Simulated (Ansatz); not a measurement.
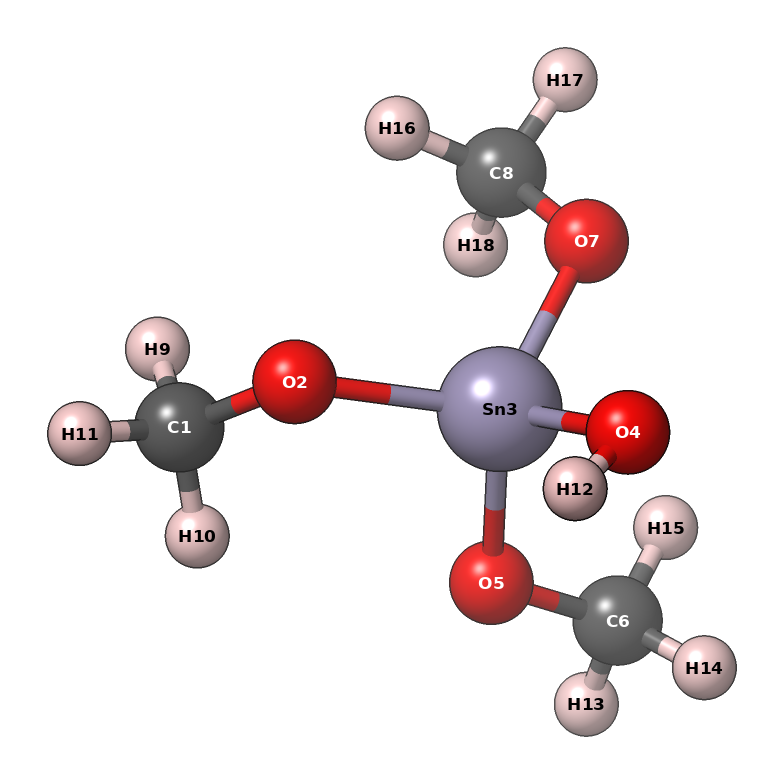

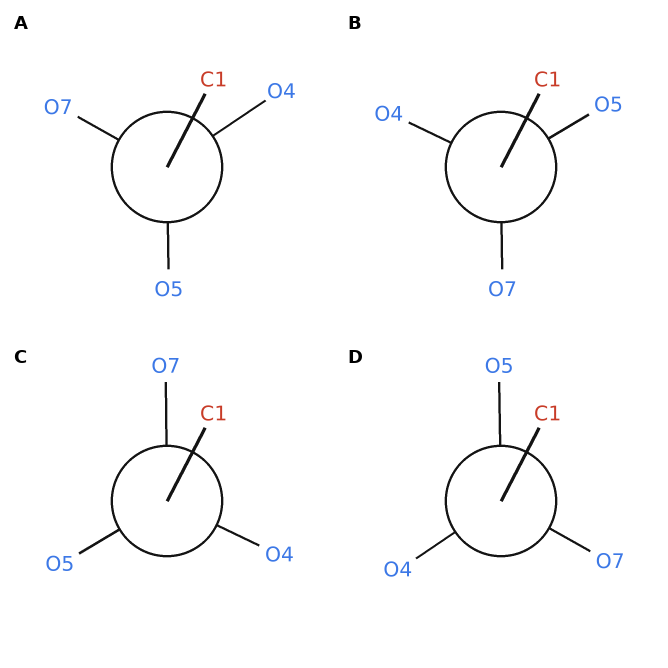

Atoms fade into the background with distance from the viewer. Bonds that would overlap in a projection are set slightly apart. The computed structure is the end point of a PBE-D4/def2-SVP optimisation. No frequency run is at hand to confirm it as a minimum.

Which Newman projection shows the view along O2–Sn3, with O2 in front?

D. The torsion angle C1–O2–Sn3–O4 is −152°, antiperiplanar (anti).
